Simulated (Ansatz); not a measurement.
## Run report: C18HN, geometry relaxation (part 2 of 2)

C18HN (slab, 20 atoms in the cell); DFT PBE, scalar-relativistic, plane waves, PAW, PAW set soft_1, no spin polarisation (Ansatz 0.2.0); cutoff 420 eV, 2×2×1 k-mesh, Fermi–Dirac smearing of 0.02 eV. It belongs to a series of runs on one base structure; here: end point B relaxed.

Geometry of the input (Å; fractional positions):
```
7.3980  0.0000  0.0000
-3.6990  6.4069  0.0000
0.0000  0.0000  13.0000
C  0.0000  0.0000  0.0769
C  0.2222  0.1111  0.0769
C  0.0000  0.3333  0.0769
C  0.2222  0.4444  0.0769
C  0.0000  0.6667  0.0769
C  0.2222  0.7778  0.0769
C  0.3333  0.0000  0.0769
C  0.5556  0.1111  0.0769
C  0.3333  0.3333  0.0769
C  0.5556  0.4444  0.0769
C  0.3333  0.6667  0.0769
C  0.5556  0.7778  0.0769
C  0.6667  0.0000  0.0769
C  0.8889  0.1111  0.0769
C  0.6667  0.3333  0.0769
C  0.8889  0.4444  0.0769
C  0.6667  0.6667  0.0769
C  0.8889  0.7778  0.0769
N  0.6111  0.8889  0.1777
H  0.7037  1.2963  0.1523
```

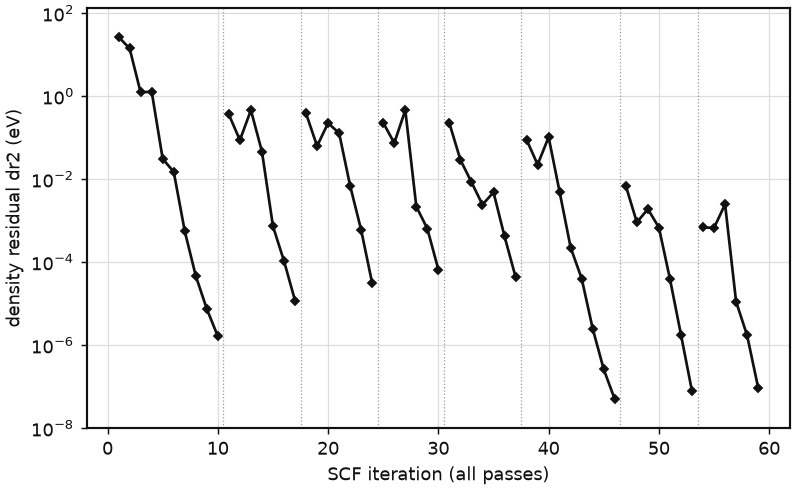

**Figure 1.** Convergence of the self-consistent field: density residual dr2 against the SCF iteration. The dotted lines part the SCF passes of the relaxation: geometry steps, rejected trials and re-solves on a re-selected basis. The 8 passes take 6 to 10 iterations each, 59 in all.

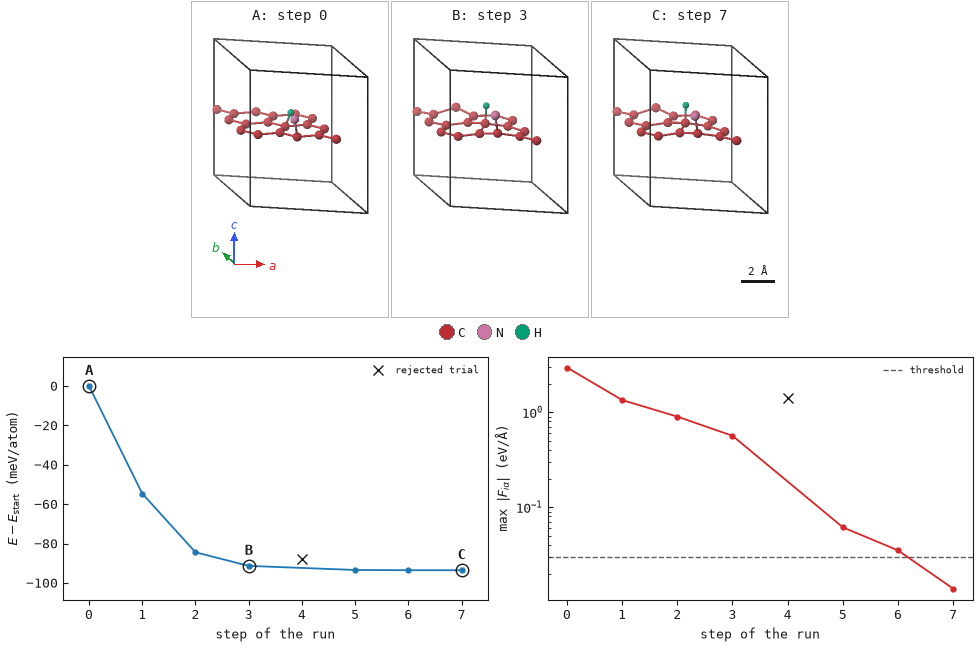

**Figure 2.** Frames of the relaxation (ball-and-stick view of the cell of the calculation, with the vacuum cut short (origin shifted), seen slightly off an axis) above the curves, on which the letters mark them (the first geometry is step 0 here and step 1 in the log).

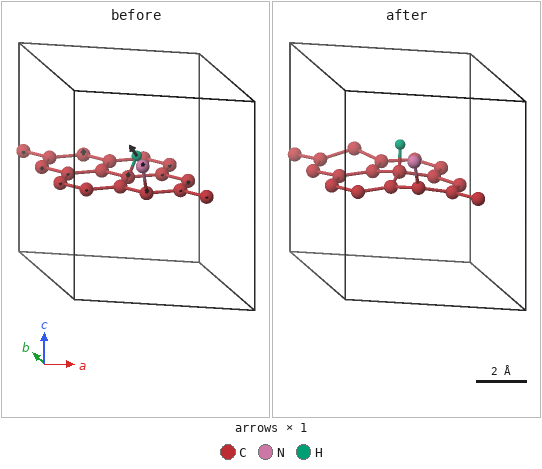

**Figure 3.** Before (left) and after (right) the relaxation, at one scale (ball-and-stick view of the cell of the calculation, with the vacuum cut short (origin shifted), seen slightly off an axis). The black arrows give the displacements, at true length. The atom that moves furthest is H20 (0.59 Å). By element the largest moves are H 0.59 Å, C 0.28 Å, N 0.19 Å. The lattice vectors keep their values. Distances before and after: C12–C13 1.424 → 1.503 Å, C15–C16 1.424 → 1.489 Å, C10–C15 1.424 → 1.475 Å, C11–C12 1.424 → 1.464 Å. Among the angles that change: C8–C15–H20 77.4° → 100.6°, C16–C15–H20 77.4° → 100.5°, C10–C15–H20 115.8° → 100.3°. After 7 geometry steps the energy has fallen by 93.6 meV per atom. Largest force component: 2.9 eV/Å at the start, 0.014 eV/Å at the end. The line search rejected the trial step at point 4 (counted from 0) and went back. (Atoms are counted from 1 in the order of the input.)

```
SCF converged after 6 iterations
Free energy (F): -4911.147790 eV
Harris-Foulkes:  -4911.147790 eV  (|F-HF|=3.56e-8)
Internal energy: -4911.147703 eV  (E = F + TS)
E sigma→0 (E₀):  -4911.147747 eV
Entropy (-TS):   -0.000087 eV (-0.004 meV/atom)
Fermi energy:    -1.511506 eV
--- Per-component energies (eV) ---
  E_band       = -820.014295
  E_kinetic    = 1739.297903
  E_local      = -19855.587530  (includes V_loc(G=0)·N_el)
  E_nonlocal   = 458.678764
  E_hartree    = 9063.392337
  E_xc         = -913.585868
  E_vxc        = -1127.590941  (∫ρ·V_xc dr)
  E_paw        = -1929.852687  (= ΣΔE_a)
  E_vpaw       = -161.597022  (= ΣTr[D̂ρ^β])
  E_aug_tail   = 0.000116  (compensation charges beyond the density's cutoff)
  E_ewald      = 6526.509261
  E_smearing   = -0.000087  (= −TS)
  E_closure    = -0.000000  (closes the sum)
  Σ components = -4911.147790   (vs F -4911.147790, Δ=0.00e0)
--- Forces (eV/Å), atoms counted from 1 ---
  atom   1  C     -0.00481359    -0.00077010     0.00597814
  atom   2  C      0.00651895     0.00077081    -0.00158631
  atom   3  C     -0.00658544    -0.00391799     0.00620666
  atom   4  C      0.00418715     0.00711101     0.00224896
  atom   5  C     -0.00378347    -0.00515348     0.00781491
  atom   6  C      0.00444845     0.00229894    -0.00229196
  atom   7  C     -0.00245649     0.00165871     0.00083059
  atom   8  C     -0.00420139    -0.00605620    -0.00190412
  atom   9  C      0.00284232     0.00148813    -0.00293881
  atom  10  C     -0.00409570     0.00541794     0.00554271
  atom  11  C     -0.00589619    -0.00760782    -0.00509329
  atom  12  C     -0.00580329     0.00704606    -0.00585665
  atom  13  C      0.00559325    -0.01368737    -0.00368987
  atom  14  C      0.00674657     0.00505435    -0.00613940
  atom  15  C     -0.00633236    -0.00088097     0.00566109
  atom  16  C      0.00783642     0.00833549    -0.01123881
  atom  17  C      0.01195291    -0.00572186    -0.00151882
  atom  18  C     -0.00474573    -0.00133007    -0.00794559
  atom  19  N     -0.00256893     0.00544604     0.01388476
  atom  20  H      0.00113292     0.00048565     0.00173666
  max |Σ_I F_I| component: 2.99e-4 eV/Å
--- Relaxed structure (8 steps of the walk, 7 accepted, 0 SCFs on fresh bases) ---
  F+E_penalty+E_count = -4911.14778990 eV   max|allowed force component| = 1.390e-2 eV/Å
  atoms:
    - { symbol: C, position: [0.0025313926540467416, -0.0020969014617484225, 0.07050262932017398] }
    - { symbol: C, position: [0.2245985238833884, 0.10954858394201258, 0.068832516185745] }
    - { symbol: C, position: [0.0023465982756969983, 0.33165494799768935, 0.06367249398512777] }
    - { symbol: C, position: [0.2238651706747967, 0.4437965127536267, 0.06453421457126012] }
    - { symbol: C, position: [0.0011111589811910738, 0.6619100298019076, 0.0678774916654074] }
    - { symbol: C, position: [0.22281832890173767, 0.7731171688724969, 0.06649982750924101] }
    - { symbol: C, position: [0.3352592612720109, -0.0030886039501430095, 0.06951237589231118] }
    - { symbol: C, position: [0.5512071767643828, 0.10462305148816904, 0.0771246590503074] }
    - { symbol: C, position: [0.3349056347789327, 0.33181126043925707, 0.06933817449649002] }
    - { symbol: C, position: [0.5547504395151946, 0.4450897418455058, 0.07481068439547346] }
    - { symbol: C, position: [0.3303059834973448, 0.6623315315572413, 0.07166697201313585] }
    - { symbol: C, position: [0.5524774330911472, 0.7696484628126852, 0.0977749118690322] }
    - { symbol: C, position: [0.6732414448933098, 0.00411862135918752, 0.09354285215364555] }
    - { symbol: C, position: [0.8949079502449104, 0.11041190041211858, 0.0707486603661512] }
    - { symbol: C, position: [0.667592478138582, 0.3312778619611878, 0.09460280895065568] }
    - { symbol: C, position: [0.8946146702053419, 0.44336408549238315, 0.0701062199315473] }
    - { symbol: C, position: [0.6693664663169798, 0.6626941592899759, 0.0774372974243632] }
    - { symbol: C, position: [0.889406980971914, 0.7737455081345832, 0.0730417562881484] }
    - { symbol: N, position: [0.6160789586249021, 0.8948563651649587, 0.19177504457510988] }
    - { symbol: H, position: [0.6734287383141894, 1.3363708020869056, 0.18121384935667348] }
```

**Trajectory as extended XYZ (Å, eV, eV/Å), 8 frames, from step=1 to step=8**
```
20
Lattice="7.3980 0.0000 0.0000 -3.6990 6.4069 0.0000 0.0000 0.0000 13.0000" Properties=species:S:1:pos:R:3:forces:R:3 step=1 energy=-4909.27661
C     0.0000    0.0000    1.0000   -0.2979   0.5065  -0.0375
C     1.2330    0.7119    1.0000   -0.0772   0.1298   0.0430
C    -1.2330    2.1356    1.0000    0.1271  -0.2934  -0.0764
C     0.0000    2.8475    1.0000   -0.2654   0.5701   0.0749
C    -2.4660    4.2712    1.0000   -0.0382  -0.3742   0.1905
C    -1.2330    4.9831    1.0000    0.5579  -0.7630  -0.0949
C     2.4660    0.0000    1.0000    0.5364   0.6916   0.0087
C     3.6990    0.7119    1.0000   -2.3946  -1.8728  -2.3192
C     1.2330    2.1356    1.0000    0.3584  -0.1468  -0.0375
C     2.4660    2.8475    1.0000   -1.4590   1.2927   0.0418
C     0.0000    4.2712    1.0000   -2.2093  -0.8955  -1.0785
C     1.2330    4.9831    1.0000   -0.1651  -1.8695   1.6360
C     4.9320    0.0000    1.0000    0.1082   1.6142   1.6716
C     6.1650    0.7119    1.0000    2.0658   0.7412  -1.0798
C     3.6990    2.1356    1.0000   -0.6909   0.0079  -0.4430
C     4.9320    2.8475    1.0000    2.2589   1.7146  -1.2189
C     2.4660    4.2712    1.0000    2.0883  -1.1910  -1.0616
C     3.6990    4.9831    1.0000   -0.3092  -0.4959  -0.1298
N     1.2330    5.6950    2.3100    0.1529   0.4437   0.9626
H     0.4110    8.3052    1.9800   -0.3475   0.1902   2.9483
20
Lattice="7.3980 0.0000 0.0000 -3.6990 6.4069 0.0000 0.0000 0.0000 13.0000" Properties=species:S:1:pos:R:3:forces:R:3 step=2 energy=-4910.36904
C     0.0117   -0.0014    0.9582   -0.1944   0.1999  -0.0315
C     1.2368    0.7144    0.9589   -0.0915   0.1490  -0.0184
C    -1.2211    2.1313    0.9450   -0.2364  -0.1253  -0.0945
C    -0.0030    2.8482    0.9597   -0.0155   0.4295  -0.0497
C    -2.4586    4.2630    0.9633   -0.0076  -0.3486   0.0036
C    -1.2333    4.9734    0.9603    0.4362  -0.3708  -0.0067
C     2.4628   -0.0053    0.9636    0.5850   0.4023  -0.0746
C     3.6794    0.6986    0.9731   -0.9345  -1.3318  -1.3403
C     1.2316    2.1385    0.9685    0.2147  -0.1296   0.0268
C     2.4536    2.8571    0.9808   -0.7463   0.7554   0.0062
C    -0.0190    4.2602    0.9870   -0.6972  -0.3403  -0.5084
C     1.2352    4.9650    1.1307   -0.1222  -0.9374   1.3423
C     4.9389    0.0073    1.1092    0.1297   1.1209   1.1393
C     6.1924    0.7152    0.9606    0.4432   0.1457  -0.4838
C     3.6883    2.1365    1.0359    0.5630  -0.4962   0.6403
C     4.9498    2.8487    0.9663    1.1904   0.8557  -0.9824
C     2.4877    4.2627    0.9852    0.6122  -0.5201  -0.4543
C     3.7100    4.9755    0.9624   -0.3326  -0.2156  -0.0056
N     1.2528    5.7183    2.4327   -0.0029   0.2886  -0.4071
H     0.3388    8.3410    2.0885   -0.7929   0.4685   1.3023
20
Lattice="7.3980 0.0000 0.0000 -3.6990 6.4069 0.0000 0.0000 0.0000 13.0000" Properties=species:S:1:pos:R:3:forces:R:3 step=3 energy=-4910.96541
C     0.0145   -0.0042    0.9361    0.1539  -0.0207  -0.0310
C     1.2432    0.7135    0.9334   -0.0598  -0.0827  -0.0548
C    -1.2126    2.1279    0.8854   -0.0316   0.1802  -0.2925
C     0.0022    2.8501    0.9200    0.0860  -0.1088  -0.1732
C    -2.4487    4.2523    0.9243    0.0740  -0.0358  -0.1738
C    -1.2203    4.9608    0.9274   -0.2019   0.0467  -0.1769
C     2.4758   -0.0129    0.9223   -0.0159  -0.0194  -0.1392
C     3.6759    0.6722    0.9178    0.2020  -0.0770   0.0846
C     1.2378    2.1362    0.9563    0.0195  -0.0372  -0.0448
C     2.4496    2.8618    0.9742    0.0780  -0.1457  -0.0097
C    -0.0225    4.2490    0.9639    0.3789   0.1277   0.2880
C     1.2371    4.9419    1.2523    0.0716   0.0229   0.4335
C     4.9471    0.0226    1.1912    0.0579   0.1758   0.2012
C     6.2039    0.7165    0.9206   -0.2881  -0.2925   0.1958
C     3.7000    2.1244    1.1077    0.6201  -0.3031   0.6620
C     4.9759    2.8506    0.9019   -0.1555   0.0222  -0.1619
C     2.4983    4.2507    0.9792   -0.3480   0.1706   0.2913
C     3.7109    4.9651    0.9474    0.0503   0.0519  -0.0191
N     1.2531    5.7583    2.5043   -0.0509  -0.0511  -0.8975
H     0.2137    8.4115    2.2242   -0.6404   0.3761   0.0280
20
Lattice="7.3980 0.0000 0.0000 -3.6990 6.4069 0.0000 0.0000 0.0000 13.0000" Properties=species:S:1:pos:R:3:forces:R:3 step=4 energy=-4911.10363
C     0.0231   -0.0106    0.9114    0.0137  -0.0381   0.0202
C     1.2498    0.7059    0.8924    0.0225  -0.0337  -0.0013
C    -1.2069    2.1251    0.8292   -0.1378   0.1324   0.0344
C     0.0116    2.8446    0.8695    0.0467  -0.0412  -0.0359
C    -2.4413    4.2463    0.8721    0.0489  -0.0812   0.0194
C    -1.2132    4.9545    0.8728   -0.0410   0.0891  -0.0220
C     2.4839   -0.0177    0.8872    0.0463  -0.0602  -0.0657
C     3.6799    0.6693    0.9456    0.3886   0.0929   0.4238
C     1.2459    2.1276    0.9263   -0.0021   0.0739  -0.0873
C     2.4547    2.8561    0.9792    0.0543  -0.2171   0.0130
C    -0.0149    4.2425    0.9659    0.4437   0.2112   0.0707
C     1.2439    4.9324    1.3022   -0.0471   0.0210   0.0101
C     4.9553    0.0260    1.2295    0.1356   0.1815  -0.2080
C     6.2123    0.7110    0.9179   -0.4410  -0.2630   0.1016
C     3.7065    2.1228    1.1894    0.4426  -0.1716   0.4637
C     4.9820    2.8480    0.8928   -0.3240  -0.2903   0.0530
C     2.5058    4.2436    1.0096   -0.4189   0.3601   0.1592
C     3.7178    4.9589    0.9359   -0.0298   0.0444   0.0394
N     1.2575    5.7627    2.5226   -0.0619  -0.1298  -0.4195
H     0.0812    8.4990    2.3384   -0.1374   0.1201  -0.5641
20
Lattice="7.3980 0.0000 0.0000 -3.6990 6.4069 0.0000 0.0000 0.0000 13.0000" Properties=species:S:1:pos:R:3:forces:R:3 step=5 energy=-4911.03404 accepted=F
C     0.0234   -0.0131    0.9204   -0.0279  -0.0547  -0.1084
C     1.2629    0.6959    0.8796   -0.0402   0.2276   0.0376
C    -1.2213    2.1305    0.8400    0.2243  -0.4167  -0.1500
C     0.0122    2.8442    0.8294    0.0699   0.2566   0.0303
C    -2.4382    4.2349    0.8874   -0.3321   0.1690  -0.0667
C    -1.2065    4.9564    0.8586    0.2417  -0.2219   0.0053
C     2.5131   -0.0157    0.8919   -0.6268  -0.0329   0.1974
C     3.7094    0.6761    1.0378   -0.6398  -0.2770  -0.5485
C     1.2511    2.1266    0.8767    0.0416  -0.3365   0.1803
C     2.4597    2.8465    0.9736   -0.2705   0.4824  -0.0760
C     0.0149    4.2548    0.9210   -1.3624  -0.6407  -0.1658
C     1.2343    4.9384    1.2626    0.1342   0.1728   0.1786
C     4.9716    0.0318    1.2160   -0.3575  -0.4560   0.3919
C     6.1932    0.7019    0.9266    1.3925   0.6596  -0.1390
C     3.7256    2.1209    1.2413   -0.9440   0.0823  -0.0399
C     4.9595    2.8284    0.9181    1.0947   0.9079  -0.1040
C     2.4751    4.2557    1.0078    1.4048  -0.7608  -0.0985
C     3.7106    4.9550    0.9507   -0.0298   0.0404   0.0558
N     1.2418    5.7233    2.4957    0.0499   0.0934   0.0390
H     0.0428    8.5558    2.3550   -0.0222   0.1054   0.3807
20
Lattice="7.3980 0.0000 0.0000 -3.6990 6.4069 0.0000 0.0000 0.0000 13.0000" Properties=species:S:1:pos:R:3:forces:R:3 step=6 energy=-4911.14515
C     0.0250   -0.0123    0.9139   -0.0186  -0.0270   0.0213
C     1.2541    0.7027    0.8912    0.0393   0.0141  -0.0030
C    -1.2096    2.1262    0.8291   -0.0278  -0.0348   0.0052
C     0.0135    2.8442    0.8524    0.0203   0.0232  -0.0138
C    -2.4406    4.2418    0.8777   -0.0342  -0.0166   0.0234
C    -1.2118    4.9534    0.8664    0.0370   0.0234  -0.0002
C     2.4904   -0.0192    0.8942   -0.0254  -0.0083   0.0220
C     3.6888    0.6700    0.9857    0.0615  -0.0170   0.0390
C     1.2487    2.1267    0.9097    0.0157  -0.0143  -0.0184
C     2.4571    2.8523    0.9774   -0.0177   0.0163  -0.0007
C    -0.0067    4.2445    0.9476   -0.0172  -0.0127  -0.0364
C     1.2411    4.9324    1.2839   -0.0074   0.0209   0.0199
C     4.9632    0.0269    1.2186   -0.0167   0.0251  -0.0364
C     6.2102    0.7079    0.9190    0.0057   0.0132  -0.0022
C     3.7134    2.1217    1.2142   -0.0009  -0.0439   0.0602
C     4.9773    2.8416    0.9032    0.0272   0.0096   0.0029
C     2.5000    4.2465    1.0152    0.0132  -0.0150  -0.0152
C     3.7170    4.9578    0.9475   -0.0060   0.0114  -0.0037
N     1.2509    5.7458    2.5015   -0.0227  -0.0199  -0.0522
H     0.0529    8.5370    2.3416   -0.0253   0.0519  -0.0118
20
Lattice="7.3980 0.0000 0.0000 -3.6990 6.4069 0.0000 0.0000 0.0000 13.0000" Properties=species:S:1:pos:R:3:forces:R:3 step=7 energy=-4911.14756
C     0.0261   -0.0132    0.9170   -0.0088  -0.0096  -0.0066
C     1.2560    0.7020    0.8938    0.0087   0.0005   0.0025
C    -1.2096    2.1252    0.8290   -0.0021  -0.0160  -0.0124
C     0.0146    2.8435    0.8413    0.0057   0.0092   0.0022
C    -2.4402    4.2407    0.8827   -0.0070   0.0106  -0.0070
C    -1.2110    4.9532    0.8655    0.0033   0.0038   0.0020
C     2.4918   -0.0197    0.9019   -0.0314  -0.0106  -0.0023
C     3.6903    0.6701    0.9978    0.0193   0.0100   0.0170
C     1.2503    2.1260    0.9016   -0.0024  -0.0047   0.0075
C     2.4578    2.8518    0.9732   -0.0165   0.0045  -0.0087
C    -0.0057    4.2438    0.9350   -0.0299  -0.0190  -0.0030
C     1.2408    4.9310    1.2751   -0.0137   0.0197  -0.0180
C     4.9645    0.0266    1.2166    0.0101  -0.0049  -0.0219
C     6.2112    0.7072    0.9194    0.0263   0.0207   0.0025
C     3.7137    2.1224    1.2262   -0.0219  -0.0206   0.0090
C     4.9779    2.8407    0.9095    0.0270   0.0090   0.0073
C     2.5002    4.2459    1.0083    0.0351  -0.0069   0.0026
C     3.7174    4.9572    0.9490    0.0037   0.0085   0.0069
N     1.2485    5.7372    2.4945   -0.0071  -0.0128   0.0193
H     0.0403    8.5566    2.3524    0.0015   0.0086   0.0011
20
Lattice="7.3980 0.0000 0.0000 -3.6990 6.4069 0.0000 0.0000 0.0000 13.0000" Properties=species:S:1:pos:R:3:forces:R:3 step=8 energy=-4911.14779
C     0.0265   -0.0134    0.9165   -0.0048  -0.0008   0.0060
C     1.2564    0.7019    0.8948    0.0065   0.0008  -0.0016
C    -1.2094    2.1249    0.8277   -0.0066  -0.0039   0.0062
C     0.0146    2.8433    0.8389    0.0042   0.0071   0.0022
C    -2.4402    4.2408    0.8824   -0.0038  -0.0052   0.0078
C    -1.2113    4.9532    0.8645    0.0044   0.0023  -0.0023
C     2.4917   -0.0198    0.9037   -0.0025   0.0017   0.0008
C     3.6908    0.6703    1.0026   -0.0042  -0.0061  -0.0019
C     1.2503    2.1259    0.9014    0.0028   0.0015  -0.0029
C     2.4577    2.8516    0.9725   -0.0041   0.0054   0.0055
C    -0.0064    4.2435    0.9317   -0.0059  -0.0076  -0.0051
C     1.2403    4.9310    1.2711   -0.0058   0.0070  -0.0059
C     4.9654    0.0264    1.2161    0.0056  -0.0137  -0.0037
C     6.2121    0.7074    0.9197    0.0067   0.0051  -0.0061
C     3.7135    2.1225    1.2298   -0.0063  -0.0009   0.0057
C     4.9784    2.8406    0.9114    0.0078   0.0083  -0.0112
C     2.5007    4.2458    1.0067    0.0120  -0.0057  -0.0015
C     3.7177    4.9573    0.9495   -0.0047  -0.0013  -0.0079
N     1.2477    5.7332    2.4931   -0.0026   0.0054   0.0139
H     0.0388    8.5619    2.3558    0.0011   0.0005   0.0017
```

**Summary**

| quantity | value |
| --- | --- |
| outcome | converged |
| electrons treated | 78 |
| free energy | −4911.1478 eV |
| Fermi energy | −1.512 eV |
| final volume | 616.17 Å³ |
| largest force (length of the vector) at the end | 0.016 eV/Å |
| wall time | 46 s |
| peak memory | 0.73 GiB |

**Notes**

The k-point mesh is coarse for a cell of this size, so the results may not be converged.
